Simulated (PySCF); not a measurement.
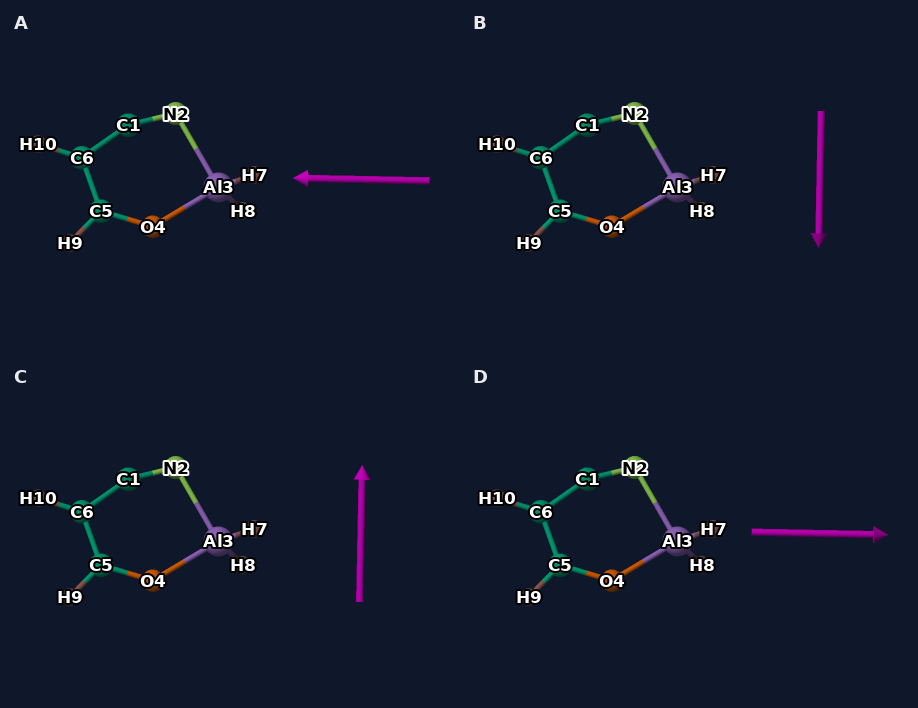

The same molecule four times, each with an arrow. The geometry was computed by an optimisation with PBE0-D3(BJ)/def2-SVP. No frequency run is at hand to confirm it as a minimum. Level of theory: PBE0/6-311+G(2d,p), gas phase (PySCF 2.14.0).

Which arrow points along the dipole moment, from the negative to the positive end?

A. The dipole moment is 3.87 D; it points from the side of H7, H8 to the side of H10 (the outermost atoms at the two ends).
